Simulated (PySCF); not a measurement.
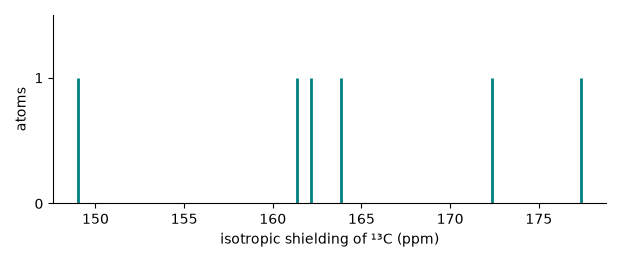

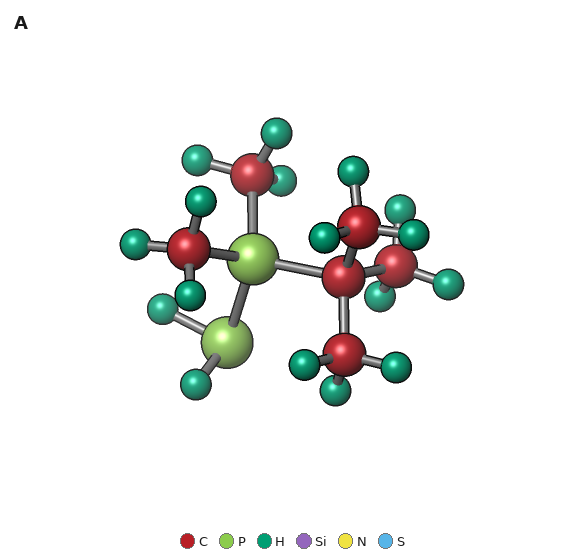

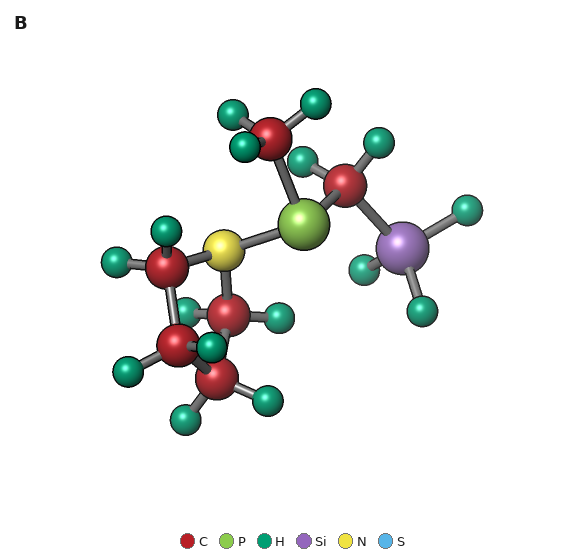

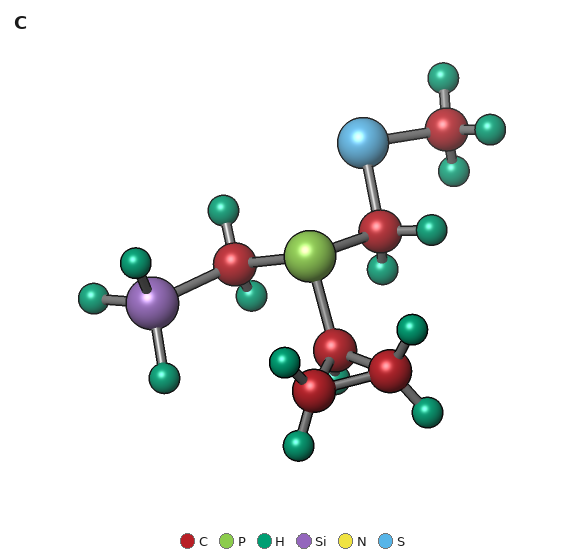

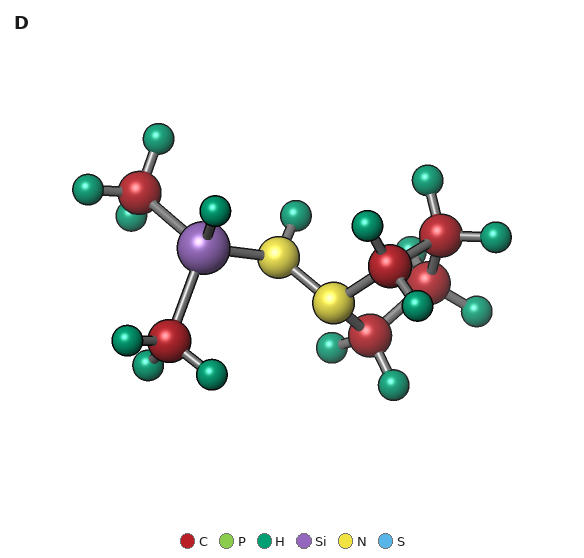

The sticks are computed shieldings of one of the molecules, for one fixed geometry (GFN2-xTB) without averaging over rotations. Low shielding means a high chemical shift. Method: GIAO PBE0/pcSseg-1 NMR shielding, non-relativistic, gas phase (PySCF 2.14.0).

> Match the spectrum to a structure.

A, `CC(C)(C)[P+](C)(C)P`. Its 6 C atoms give lines at 149.0, 161.3, 162.2, 163.8, 172.3, 177.4 ppm.

The geometry is semi-empirical. Around P, Si such bond lengths and angles can be off by a tenth of an ångström or more and by several degrees, and values that hang on the shape move with them.
